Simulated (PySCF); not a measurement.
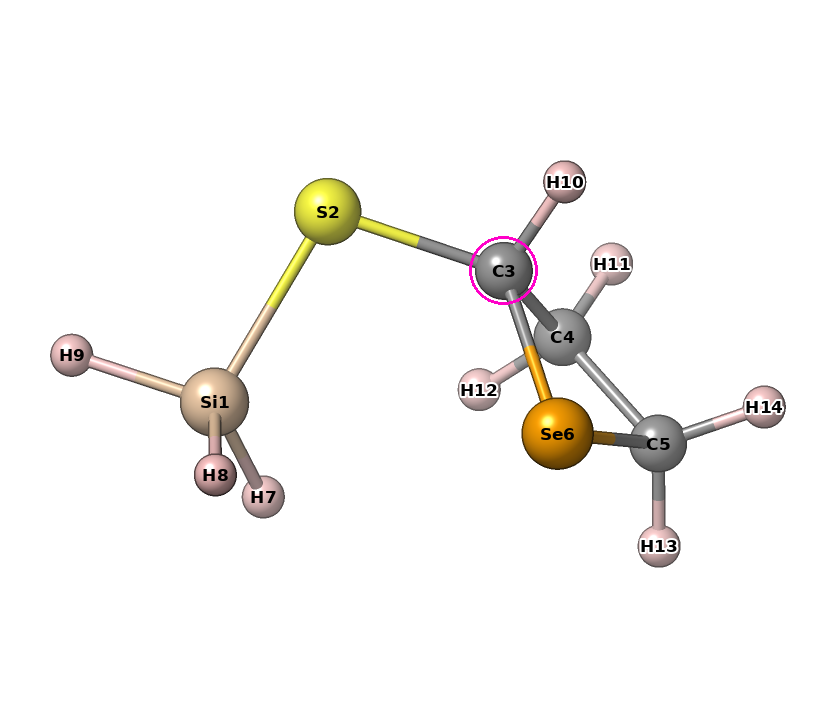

Distant atoms are faded towards the background colour. Circles mark the stereogenic atoms. Computed geometry: PBE0-D3(BJ)/def2-SVP optimisation. No frequency run is at hand to confirm it as a minimum.

Question: Give the R/S and E/Z labels.

Answer: C3: S (priorities Se6 > S2 > C4 > H10).

Question: Write the isomeric SMILES.

Answer: [SiH3]S[C@@H]1CC[Se]1
